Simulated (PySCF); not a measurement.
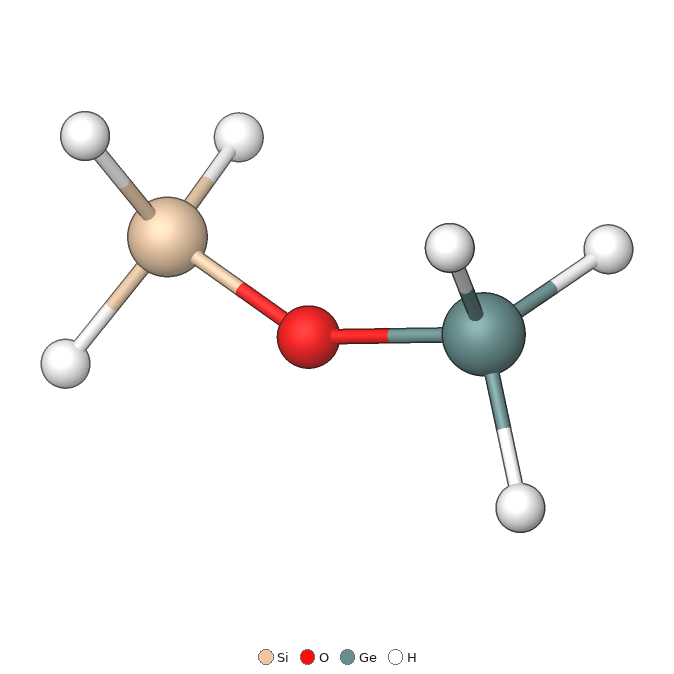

The computed structure is the end point of a GFN2-xTB optimisation. No frequency run is at hand to confirm it as a minimum. Properties computed with B3LYP/def2-SVPD, gas phase (PySCF 2.14.0). Excitations: vertical, linear response.

Q: What is the lowest vertical singlet excitation?

A: 6.58 eV.

Q: Give the brightest of the 8 lowest singlets at this level.

A: 7.57 eV.

Q: Give the LUMO energy (Kohn–Sham orbital) at this level.

A: −0.47 eV.

Q: What is the HOMO energy (Kohn–Sham orbital)?

A: −8.15 eV.

The geometry is semi-empirical. Around Ge, Si such bond lengths and angles can be off by a tenth of an ångström or more and by several degrees, and values that hang on the shape move with them.
